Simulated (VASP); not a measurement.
Band structure of PtS2 (1T layered). All values below come from SCAN meta-GGA, VASP's PBE PAW potentials (set 64) (plane waves; VASP).

Unless said otherwise, spin-orbit coupling is left out, though it shifts the bands of the heavy elements here.

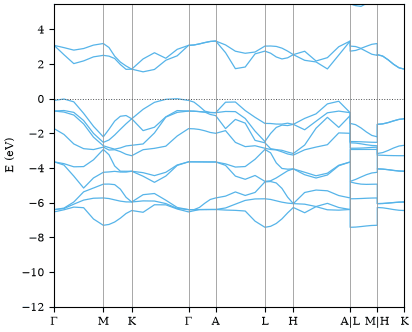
*Bands along high-symmetry lines, zero at the valence-band maximum or, without a gap, the Fermi level*

Task: Read the plot: is there a gap, and where are the band edges?

Result: The gap is indirect, 1.47 eV, from the valence maximum at K-Γ at 0.80 to the conduction minimum at (0.00, 0.25, 0.40).

The compound is PtS2 in the 1T layered structure. It was relaxed first, which changed the volume by +9 %.
